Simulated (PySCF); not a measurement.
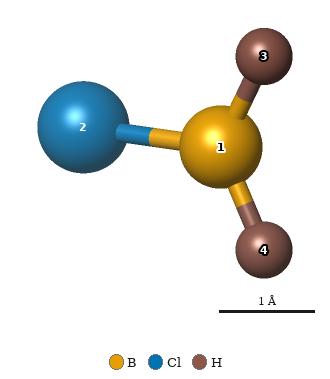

*The structure as given in the input (ball-and-stick view, seen at a tilt; atoms are numbered from 1 in the order of the input).*

**Frequency calculation, with input and output: BH2Cl**

The run: frequency calculation of BH2Cl. Method and program: KT3/6-311+G(2d,p) displacements along normal modes, gas phase (PySCF 2.14.0).

The input sets isotopic masses.

**Output**
```
mode    cm-1    km/mol   phi_rrr   E(+)/cm-1  E(-)/cm-1
  1    819.45    75.78    -254.7     138.66     156.96
  2    859.78     8.15       0.3     155.64     156.54
  3    989.96    29.62      -0.5     179.32     179.17
  4   1210.48    85.28      90.9     221.61     215.08
  5   2628.92    94.37    1082.8     514.23     436.44
  6   2746.74    92.84      -2.8     496.75     497.02
```

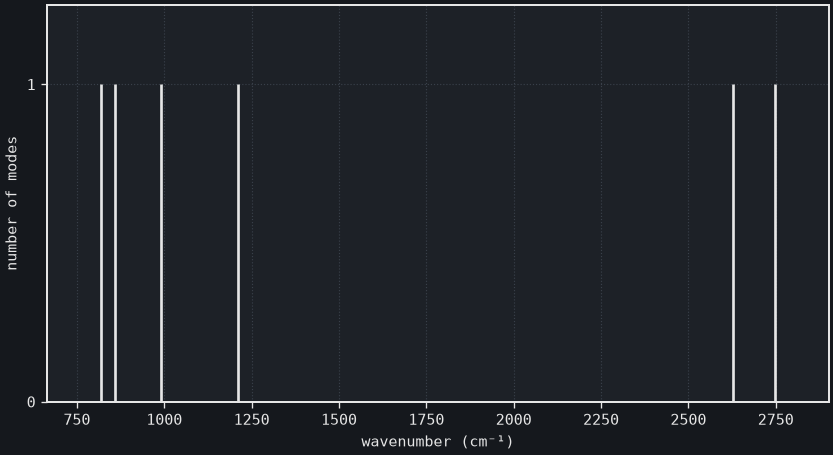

*Harmonic vibrational wavenumbers from the force constants; neighbouring modes closer than 9 cm⁻¹ are counted in one stick.*

6 modes from 819 to 2747 cm⁻¹, none imaginary.

This output came from the following input.

**Input**
```
{"job": {"xc": "KT3", "basis": "6-311+G(2d,p)", "j": false, "grid": 2, "temperatures": [200, 700], "kind": "vib", "mass_numbers": [11, 35, 1, 1]}, "charge": 0, "multiplicity": 1}
B     -0.148941     0.026156    -0.074323
Cl     1.565249    -0.203615     0.106050
H     -0.573298     1.114650     0.075116
H     -0.802073    -0.918100    -0.337115
```

The first line tells a small driver script what to run in PySCF; the rest is the geometry in Å.

Run as:
```bash
OMP_NUM_THREADS=1 python <driver script> task.json out
```

**Key numbers**

```csv
quantity,value
outcome,converged
"wavenumbers, lowest and highest",819 and 2747 cm⁻¹
hardware,"1 CPU thread, shared host"
wall time,19 s
peak memory,0.35 GiB
```
